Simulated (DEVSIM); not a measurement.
Structure: Ni/SiO2/p-Ge capacitor, at 300 K.

| layer (left to right) | material | thickness (nm) | Na (cm⁻³) |
|---|---|---|---|
| 1 | SiO2 | 33.0 | - |
| 2 | Ge | 18000 | 1.1e15 |

Metal gate on the left, work function 5.1 eV. Fixed charge at the semiconductor interface 6.1e11 cm⁻² (in units of +e); interface traps 2e12 cm⁻² eV⁻¹, uniform in energy, neutral level at 0.5 of the gap above the valence band.

The device is made up for the run: typed textbook-type constants, with dimensions and the other settings drawn at random. Values at 300 K.

```tsv
parameter	SiO2	Ge
gap (eV)	9	0.664
affinity (eV)	0.9	4
permittivity	3.9	16
Nc (cm⁻³)	-	1.04e19
Nv (cm⁻³)	-	6e18
```

DEVSIM, 1D Poisson equation in equilibrium, Boltzmann statistics, complete ionisation; no quantum confinement or tunnelling. Metal contacts follow the ideal Schottky-Mott rule: no Fermi-level pinning, no interface dipoles.

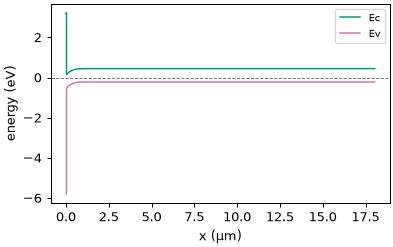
Figure: Band edges at 1.0 V on the gate

Energies count from the Fermi level of the right contact; mesh points crowd at the junctions.

```json
[
 {"x (μm)": "0.000", "Ec (eV)": "3.200", "Ev (eV)": "-5.800", "n (cm⁻³)": "< 1e2", "p (cm⁻³)": "< 1e2", "field (V/cm)": "7400"},
 {"x (μm)": "0.001965", "Ec (eV)": "3.201", "Ev (eV)": "-5.798", "n (cm⁻³)": "< 1e2", "p (cm⁻³)": "< 1e2", "field (V/cm)": "7400"},
 {"x (μm)": "0.007281", "Ec (eV)": "3.205", "Ev (eV)": "-5.795", "n (cm⁻³)": "< 1e2", "p (cm⁻³)": "< 1e2", "field (V/cm)": "7400"},
 {"x (μm)": "0.01955", "Ec (eV)": "3.214", "Ev (eV)": "-5.786", "n (cm⁻³)": "< 1e2", "p (cm⁻³)": "< 1e2", "field (V/cm)": "7400"},
 {"x (μm)": "0.03021", "Ec (eV)": "3.222", "Ev (eV)": "-5.778", "n (cm⁻³)": "< 1e2", "p (cm⁻³)": "< 1e2", "field (V/cm)": "7400"},
 {"x (μm)": "0.03268", "Ec (eV)": "3.224", "Ev (eV)": "-5.776", "n (cm⁻³)": "< 1e2", "p (cm⁻³)": "< 1e2", "field (V/cm)": "7400"},
 {"x (μm)": "0.03437", "Ec (eV)": "0.128", "Ev (eV)": "-0.536", "n (cm⁻³)": "7.5e16", "p (cm⁻³)": "5.8e9", "field (V/cm)": "23000"},
 {"x (μm)": "0.04166", "Ec (eV)": "0.142", "Ev (eV)": "-0.522", "n (cm⁻³)": "4.3e16", "p (cm⁻³)": "1.0e10", "field (V/cm)": "18000"},
 {"x (μm)": "0.05992", "Ec (eV)": "0.169", "Ev (eV)": "-0.495", "n (cm⁻³)": "1.5e16", "p (cm⁻³)": "2.9e10", "field (V/cm)": "12000"},
 {"x (μm)": "0.1095", "Ec (eV)": "0.216", "Ev (eV)": "-0.448", "n (cm⁻³)": "2.4e15", "p (cm⁻³)": "1.8e11", "field (V/cm)": "8000"},
 {"x (μm)": "0.2538", "Ec (eV)": "0.308", "Ev (eV)": "-0.356", "n (cm⁻³)": "7.0e13", "p (cm⁻³)": "6.3e12", "field (V/cm)": "5200"},
 {"x (μm)": "0.8932", "Ec (eV)": "0.438", "Ev (eV)": "-0.226", "n (cm⁻³)": "4.6e11", "p (cm⁻³)": "9.6e14", "field (V/cm)": "240"},
 {"x (μm)": "2.495", "Ec (eV)": "0.442", "Ev (eV)": "-0.222", "n (cm⁻³)": "4.0e11", "p (cm⁻³)": "1.1e15", "field (V/cm)": "≈ 0"},
 {"x (μm)": "6.842", "Ec (eV)": "0.442", "Ev (eV)": "-0.222", "n (cm⁻³)": "4.0e11", "p (cm⁻³)": "1.1e15", "field (V/cm)": "≈ 0"},
 {"x (μm)": "14.99", "Ec (eV)": "0.442", "Ev (eV)": "-0.222", "n (cm⁻³)": "4.0e11", "p (cm⁻³)": "1.1e15", "field (V/cm)": "≈ 0"},
 {"x (μm)": "16.93", "Ec (eV)": "0.442", "Ev (eV)": "-0.222", "n (cm⁻³)": "4.0e11", "p (cm⁻³)": "1.1e15", "field (V/cm)": "≈ 0"},
 {"x (μm)": "17.65", "Ec (eV)": "0.442", "Ev (eV)": "-0.222", "n (cm⁻³)": "4.0e11", "p (cm⁻³)": "1.1e15", "field (V/cm)": "≈ 0"},
 {"x (μm)": "17.89", "Ec (eV)": "0.442", "Ev (eV)": "-0.222", "n (cm⁻³)": "4.0e11", "p (cm⁻³)": "1.1e15", "field (V/cm)": "≈ 0"},
 {"x (μm)": "18.00", "Ec (eV)": "0.442", "Ev (eV)": "-0.222", "n (cm⁻³)": "4.0e11", "p (cm⁻³)": "1.1e15", "field (V/cm)": "≈ 0"},
 {"x (μm)": "18.02", "Ec (eV)": "0.442", "Ev (eV)": "-0.222", "n (cm⁻³)": "4.0e11", "p (cm⁻³)": "1.1e15", "field (V/cm)": "≈ 0"},
 {"x (μm)": "18.03", "Ec (eV)": "0.442", "Ev (eV)": "-0.222", "n (cm⁻³)": "4.0e11", "p (cm⁻³)": "1.1e15", "field (V/cm)": "≈ 0"},
 {"x (μm)": "18.03", "Ec (eV)": "0.442", "Ev (eV)": "-0.222", "n (cm⁻³)": "4.0e11", "p (cm⁻³)": "1.1e15", "field (V/cm)": "≈ 0"}
]
```
